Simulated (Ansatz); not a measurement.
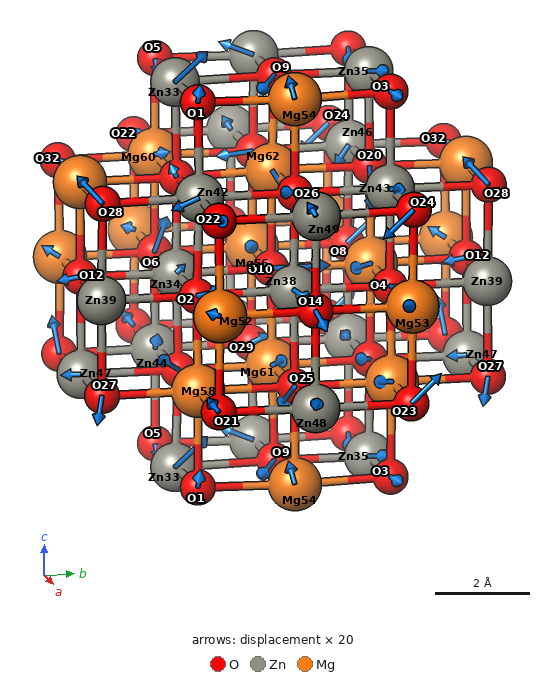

A relaxation of solid O$_{32}$Zn$_{18}$Mg$_{14}$ (a generated structure, set up in P1). The starting structure is drawn; blue arrows show the displacements, 20 times their true length.

Style: ball-and-stick. Shown: the atoms within 5.8 Å of the atom that moves most (axes of the cell of the calculation), slightly off an axis.

All numbers below come from DFT, PBEsol, PAW, plane waves (Ansatz 0.2.0). Settings: plane-wave cutoff 420 eV; k-point mesh 1 × 1 × 1; mesh shifted by (0.25, 0.25, 0.25); no spin polarisation; cell relaxed at fixed shape; force threshold 0.03 eV/Å; at most 80 steps.

What happened in the run?

The energy falls by 7.9 meV per atom in 4 geometry steps. The largest force component goes from 0.76 to 0.0026 eV/Å. Pressure: 0.67 GPa at the start and −0.01 GPa at the end. An O atom moves most relative to the cell: 0.069 Å roughly along +b. Largest moves by element: O 0.069 Å, Zn 0.063 Å, Mg 0.056 Å. The volume changes by +0.1 %, with a = b = c 8.486 → 8.487 Å (0.0 %). Some distances before and after: Mg–O 2.183 → 2.102 Å, O–Zn 2.200 → 2.125 Å, O–Zn 2.077 → 2.141 Å, Mg–O 2.158 → 2.103 Å. Among the angles between lasting bonds that change: O–Mg–O 87.1° → 91.3°, Zn–O–Zn 175.3° → 178.7°, O–Mg–O 93.5° → 90.1°. The space group stays P1 (No. 1). Cost: 4.3 s on 1 × NVIDIA GB200 with 8 threads of Arm Neoverse-V2, peak memory 1.9 GiB.
